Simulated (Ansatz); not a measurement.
Base system: Cs2AgBiBr6 (space group Fm-3m, No. 225; a = 10.996 Å). Axes: x, y, z lie along the cube axes.

Now apply this change: biaxial strain +1.88 %, plane normal [111], relaxed out of plane (Cartesian); in-plane vectors clamped, the third vector and the atoms free.

Calculations: LDA/PAW in Ansatz (a first-principles code), without spin-orbit coupling.

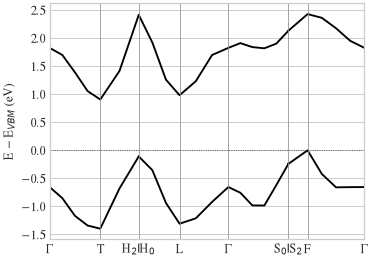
Highest valence and lowest conduction band along the path of the changed cell's own zone

The gap is 0.91 eV, indirect, F → T; the base has 0.94 eV.

With Bi present, leaving out spin-orbit coupling can change the band edges. Whether these cells are dynamically stable was not tested. Labels are those of the standard path for the cell's own space group.
